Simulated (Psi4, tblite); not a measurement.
Approach curve of the dimer H4O4Si ··· H3ClSi (SMILES O[Si](O)(O)O and [SiH3]Cl), singlet. Monomers: optimised at B3LYP-D3(BJ) (def2-TZVP), held rigid. Orientation: a random orientation, not optimised. Only R, the distance of the centres of mass, is varied, so the lowest point isn't the relaxed dimer.

Geometry at R = 6.28 Å (first 9 atoms: monomer A):
```
14

O      1.5820    -0.3973     0.1170
Si    -0.0001    -0.0001    -0.0003
O     -0.5535     0.1519     1.5311
O     -0.0715     1.3515    -0.9183
O     -0.9579    -1.1065    -0.7305
H      1.8359    -0.9827     0.8348
H     -1.5039     0.1052     1.6617
H      0.6304     1.9972    -0.8046
H     -0.9613    -1.1192    -1.6909
Si     2.7635    -4.1496     2.3486
Cl     3.0878    -4.6350     4.3307
H      1.9877    -5.2371     1.7214
H      4.0724    -4.0002     1.6833
H      2.0103    -2.8816     2.2946
```

- PBE/def2-TZVP, counterpoise-corrected (Psi4)
- BLYP/def2-TZVP, counterpoise-corrected (Psi4)
- SAPT0/jun-cc-pVDZ, frozen core (Psi4)
- GFN2-xTB (tblite)
- BLYP-D3(BJ)/def2-TZVP, counterpoise-corrected (Psi4)

Interaction energies in kcal/mol (negative: bound); R is the distance of the centres of mass, d the H6···H14 distance.

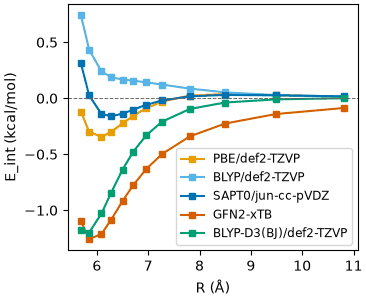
Fig. 1. Interaction energy against separation.

```csv
R / Å,d / Å,PBE/def2-TZVP,BLYP/def2-TZVP,SAPT0/jun-cc-pVDZ,GFN2-xTB,BLYP-D3(BJ)/def2-TZVP
5.69,1.88,-0.12,0.74,0.31,-1.10,-1.17
5.85,2.02,-0.30,0.43,0.02,-1.26,-1.20
6.09,2.23,-0.34,0.24,-0.14,-1.21,-1.03
6.28,2.40,-0.30,0.19,-0.16,-1.08,-0.84
6.50,2.60,-0.22,0.17,-0.14,-0.92,-0.64
6.71,2.80,-0.16,0.16,-0.10,-0.77,-0.48
6.96,3.04,-0.09,0.14,-0.06,-0.63,-0.33
7.27,3.33,-0.03,0.12,-0.02,-0.50,-0.21
7.81,3.85,0.02,0.09,0.02,-0.34,-0.10
8.50,4.52,0.04,0.05,0.03,-0.23,-0.04
9.49,5.49,0.03,0.03,0.03,-0.14,-0.01
10.82,6.81,0.02,0.01,0.02,-0.09,0.00
```

Lowest grid point: PBE/def2-TZVP -0.34 kcal/mol at R = 6.09 Å; BLYP/def2-TZVP 0.01 kcal/mol at R = 10.82 Å; SAPT0/jun-cc-pVDZ -0.16 kcal/mol at R = 6.28 Å; GFN2-xTB -1.26 kcal/mol at R = 5.85 Å; BLYP-D3(BJ)/def2-TZVP -1.20 kcal/mol at R = 5.85 Å.
